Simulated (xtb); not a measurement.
## Run report: B$_{2}$H$_{4}$ (charge −1), geometry relaxation (part 1 of 2)

The run: geometry relaxation of B$_{2}$H$_{4}$, charge −1, multiplicity 2, SMILES B[BH2-]. Method and program: GFN2-xTB, ALPB solvent thf (xtb 6.7.1).

The starting geometry was optimised with GFN2-xTB.

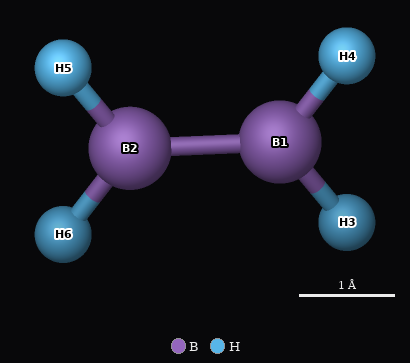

Fig. 1: The structure as given in the input (ball-and-stick view, seen at a tilt; atoms are numbered from 1 in the order of the input).

Input file (input.xyz)
```
6

B     -0.171842    -0.772472    -0.025867
B      0.171783     0.772403     0.025839
H     -0.577966    -1.438595     0.922878
H     -0.073278    -1.485950    -1.020863
H      0.577942     1.438662    -0.922781
H      0.073371     1.485953     1.020796
```

File xtb.inp
```
$chrg -1
$spin 1
$gbsa
   gbsagrid=tight
$end
```

Machine: 1 thread of Intel Xeon @ 2.50GHz (Skylake/Cascade Lake), 189 GiB of memory available, shared host.

Launch command:
```bash
xtb input.xyz -I xtb.inp --opt --alpb thf -P 1 > run.log 2> xtb.err
```

Output
```
* xtb version 6.7.1
   ID    Z sym.   atoms
    1    5 B      1, 2
    2    1 H      3-6

           -------------------------------------------------
          |                Calculation Setup                |
           -------------------------------------------------

          program call               : xtb input.xyz -I xtb.inp --opt --alpb thf -P 1
          coordinate file            : input.xyz
          omp threads                :                     1

           -------------------------------------------------
          |                 G F N 2 - x T B                 |
           -------------------------------------------------

      * Hamiltonian:
        H0-scaling (s, p, d)           1.850000    2.230000    2.230000
        zeta-weighting                 0.500000
      * Dispersion:
        s8                             2.700000
        a1                             0.520000
        a2                             5.000000
        s9                             5.000000
      * Repulsion:
        kExp                           1.500000    1.000000
        rExp                           1.000000
      * Coulomb:
        alpha                          2.000000
        third order                    shell-resolved
        anisotropic                    true
        a3                             3.000000
        a5                             4.000000
        cn-shift                       1.200000
        cn-exp                         4.000000
        max-rad                        5.000000

      * Solvation model:               ALPB
        Solvent                        thf
        Parameter file                 internal GFN2-xTB/ALPB
        Dielectric constant                7.6000E+00
        Reference state                gsolv [1 M gas/solution]
        Free energy shift                  5.3248E-03 Eh       3.3414E+00 kcal/mol
        Temperature                        2.9815E+02 K
        Density                            8.8300E-01 kg/L
        Solvent mass                       7.2106E+01 g/mol
        Interaction kernel             P16
        Born radius scaling (c1)           1.7311E+00
        Born radii integrator          GBOBC
        Born offset                        0.0000E+00 a0       0.0000E+00 AA
        H-bond correction              true
        Ion screening                  false
        Surface tension                    1.0000E-05 Eh       1.5569E+01 dyn/cm
        Grid points                               974 per atom

          ...................................................
          :                      SETUP                      :
          :.................................................:
          :  # basis functions                  12          :
          :  # atomic orbitals                  12          :
          :  # shells                            8          :
          :  # electrons                        11          :
          :  max. iterations                   250          :
          :  Hamiltonian                  GFN2-xTB          :
          :  restarted?                      false          :
          :  GBSA solvation                   true          :
          :  PC potential                    false          :
          :  electronic temp.          300.0000000     K    :
          :  accuracy                    1.0000000          :
          :  -> integral cutoff          0.2500000E+02      :
          :  -> integral neglect         0.1000000E-07      :
          :  -> SCF convergence          0.1000000E-05 Eh   :
          :  -> wf. convergence          0.1000000E-03 e    :
          :  Broyden damping             0.4000000          :
          :  net charge                         -1          :
          :  unpaired electrons                  1          :
          ...................................................

 iter      E             dE          RMSdq      gap      omega  full diag
   1     -4.5763335 -0.457633E+01  0.134E+01    3.93       0.0  T
   2     -4.7202857 -0.143952E+00  0.862E+00    3.92       1.0  T
   3     -4.7460169 -0.257312E-01  0.393E+00    3.91       1.0  T
   4     -4.7470370 -0.102006E-02  0.658E-01    3.91       1.0  T
   5     -4.7472384 -0.201393E-03  0.378E-01    3.90       1.0  T
   6     -4.7473736 -0.135178E-03  0.157E-01    3.90       1.0  T
   7     -4.7474253 -0.517767E-04  0.991E-03    3.90       4.1  T
   8     -4.7474254 -0.953962E-07  0.913E-03    3.90       4.5  T
   9     -4.7474255 -0.105070E-06  0.439E-03    3.90       9.3  T
  10     -4.7474256 -0.305245E-07  0.195E-04    3.90     209.0  T
  11     -4.7474256 -0.688916E-10  0.130E-05    3.90    3133.9  T

   *** convergence criteria satisfied after 11 iterations ***

         #    Occupation            Energy/Eh            Energy/eV
      -------------------------------------------------------------
         1        2.0000           -0.4177082             -11.3664
         2        2.0000           -0.4009835             -10.9113
         3        2.0000           -0.3596414              -9.7863
         4        2.0000           -0.3373594              -9.1800
         5        2.0000           -0.2810943              -7.6490
         6        1.0000           -0.1944468              -5.2912 (HOMO)
         7                         -0.0510661              -1.3896 (LUMO)
         8                          0.1914152               5.2087
         9                          0.3654551               9.9445
        10                          0.3822289              10.4010
        11                          0.4525416              12.3143
        12                          0.6416080              17.4590
      -------------------------------------------------------------
                  HL-Gap            0.1433806 Eh            3.9016 eV
             Fermi-level           -0.1802635 Eh           -4.9052 eV

 SCC (total)                   0 d,  0 h,  0 min,  0.005 sec
 SCC setup                      ...        0 min,  0.001 sec ( 15.796%)
 Dispersion                     ...        0 min,  0.000 sec (  1.835%)
 classical contributions        ...        0 min,  0.000 sec (  0.349%)
 integral evaluation            ...        0 min,  0.001 sec ( 10.038%)
 iterations                     ...        0 min,  0.003 sec ( 51.514%)
 molecular gradient             ...        0 min,  0.001 sec ( 17.422%)
 printout                       ...        0 min,  0.000 sec (  2.511%)

         :::::::::::::::::::::::::::::::::::::::::::::::::::::
         ::                     SUMMARY                     ::
         :::::::::::::::::::::::::::::::::::::::::::::::::::::
         :: total energy              -4.704449161286 Eh    ::
         :: total w/o Gsasa/hb        -4.683460313142 Eh    ::
         :: gradient norm              0.010249664645 Eh/a0 ::
         :: HOMO-LUMO gap              3.901585499894 eV    ::
         ::.................................................::
         :: SCC energy                -4.747425478628 Eh    ::
         :: -> isotropic ES            0.172227689261 Eh    ::
         :: -> anisotropic ES          0.019228249205 Eh    ::
         :: -> anisotropic XC          0.000275613590 Eh    ::
         :: -> dispersion             -0.004472763463 Eh    ::
         :: -> Gsolv                  -0.099601012095 Eh    ::
         ::    -> Gelec               -0.078612163951 Eh    ::
         ::    -> Gsasa               -0.009404488309 Eh    ::
         ::    -> Ghb                 -0.016909175279 Eh    ::
         ::    -> Gshift               0.005324815444 Eh    ::
         :: repulsion energy           0.042976317343 Eh    ::
         :: add. restraining           0.000000000000 Eh    ::
         :: total charge              -1.000000000000 e     ::
         :::::::::::::::::::::::::::::::::::::::::::::::::::::

      -----------------------------------------------------------
     |                   =====================                   |
     |                        A N C O P T                        |
     |                   =====================                   |
     |               Approximate Normal Coordinate               |
     |                Rational Function Optimizer                |
      -----------------------------------------------------------
      -----------------------------------------------------------
     |                   =====================                   |
     |                        A N C O P T                        |
     |                   =====================                   |
     |               Approximate Normal Coordinate               |
     |                Rational Function Optimizer                |
      -----------------------------------------------------------

          ...................................................
          :                      SETUP                      :
          :.................................................:
          :   optimization level            normal          :
          :   max. optcycles                   200          :
          :   ANC micro-cycles                  20          :
          :   degrees of freedom                12          :
          :.................................................:
          :   RF solver                   davidson          :
          :   write xtbopt.log                true          :
          :   linear?                        false          :
          :   energy convergence         0.5000000E-05 Eh   :
          :   grad. convergence          0.1000000E-02 Eh/α :
          :   maxmium RF displ.          1.0000000          :
          :   Hlow (freq-cutoff)         0.1000000E-01      :
          :   Hmax (freq-cutoff)         5.0000000          :
          :   S6 in model hess.         20.0000000          :
          ...................................................

generating ANC from exact Hessian ...
Using Lindh-Hessian (1995)
 Shifting diagonal of input Hessian by    7.4578333611571013E-003
 Lowest  eigenvalues of input Hessian
    0.000000    0.000000    0.000000    0.000000    0.000000    0.000000
    0.010000    0.011682    0.020194    0.023967    0.039239    0.064331
    0.066063    0.204999    0.478339    0.646977    0.719396    0.962588
 Highest eigenvalues
    0.066063    0.204999    0.478339    0.646977    0.719396    0.962588

........................................................................
.............................. CYCLE    1 ..............................
........................................................................

 iter      E             dE          RMSdq      gap      omega  full diag
   1     -4.7474256 -0.474743E+01  0.160E-06    3.90       0.0  T
   2     -4.7474256  0.177636E-14  0.587E-07    3.90   69599.2  T
   3     -4.7474256  0.888178E-15  0.497E-07    3.90   82130.8  T
     SCC iter.                  ...        0 min,  0.001 sec
     gradient                   ...        0 min,  0.001 sec
 * total energy  :    -4.7044492 Eh     change       -0.2495781E-12 Eh
   gradient norm :     0.0102497 Eh/α   predicted     0.0000000E+00 (-100.00%)
   displ. norm   :     0.0292408 α      lambda       -0.1856771E-03
   maximum displ.:     0.0196888 α      in ANC's #8, #5, #12, ...

........................................................................
.............................. CYCLE    2 ..............................
........................................................................

 iter      E             dE          RMSdq      gap      omega  full diag
   1     -4.7463796 -0.474638E+01  0.871E-02    3.93       0.0  T
   2     -4.7463823 -0.272596E-05  0.543E-02    3.93       1.0  T
   3     -4.7463823 -0.348061E-07  0.140E-02    3.93       2.9  T
   4     -4.7463823 -0.197229E-07  0.101E-03    3.93      40.6  T
   5     -4.7463823  0.974031E-09  0.781E-04    3.93      52.3  T
   6     -4.7463823 -0.306973E-08  0.550E-05    3.93     742.9  T
     SCC iter.                  ...        0 min,  0.001 sec
     gradient                   ...        0 min,  0.001 sec
 * total energy  :    -4.7045688 Eh     change       -0.1196048E-03 Eh
   gradient norm :     0.0043086 Eh/α   predicted    -0.9291848E-04 ( -22.31%)
   displ. norm   :     0.0232435 α      lambda       -0.5396879E-04
   maximum displ.:     0.0131903 α      in ANC's #5, #3, #8, ...

........................................................................
.............................. CYCLE    3 ..............................
........................................................................

 iter      E             dE          RMSdq      gap      omega  full diag
   1     -4.7456586 -0.474566E+01  0.686E-02    3.94       0.0  T
   2     -4.7456595 -0.867074E-06  0.394E-02    3.94       1.0  T
   3     -4.7456595 -0.320185E-07  0.884E-03    3.94       4.6  T
   4     -4.7456596 -0.877095E-08  0.121E-03    3.94      33.9  T
   5     -4.7456596  0.137291E-08  0.483E-04    3.94      84.6  T
   6     -4.7456596 -0.159605E-08  0.978E-05    3.94     417.4  T
     SCC iter.                  ...        0 min,  0.001 sec
     gradient                   ...        0 min,  0.001 sec
 * total energy  :    -4.7045862 Eh     change       -0.1745746E-04 Eh
   gradient norm :     0.0011553 Eh/α   predicted    -0.2699761E-04 (  54.65%)
   displ. norm   :     0.0521551 α      lambda       -0.3620393E-04
   maximum displ.:     0.0503559 α      in ANC's #3, #5, #8, ...

........................................................................
.............................. CYCLE    4 ..............................
........................................................................

 iter      E             dE          RMSdq      gap      omega  full diag
   1     -4.7450737 -0.474507E+01  0.136E-01    3.95       0.0  T
   2     -4.7450744 -0.750351E-06  0.836E-02    3.95       1.0  T
   3     -4.7450747 -0.216404E-06  0.630E-03    3.95       6.5  T
   4     -4.7450747 -0.894388E-08  0.238E-03    3.95      17.2  T
   5     -4.7450747  0.607514E-08  0.981E-04    3.95      41.6  T
   6     -4.7450747 -0.681004E-08  0.141E-04    3.95     288.7  T
     SCC iter.                  ...        0 min,  0.001 sec
     gradient                   ...        0 min,  0.001 sec
 * total energy  :    -4.7044988 Eh     change        0.8746481E-04 Eh
   gradient norm :     0.0051797 Eh/α   predicted    -0.1812385E-04 (-120.72%)
   displ. norm   :     0.0286682 α      lambda       -0.1271309E-03
   maximum displ.:     0.0253879 α      in ANC's #3, #5, #8, ...

........................................................................
.............................. CYCLE    5 ..............................
........................................................................
```
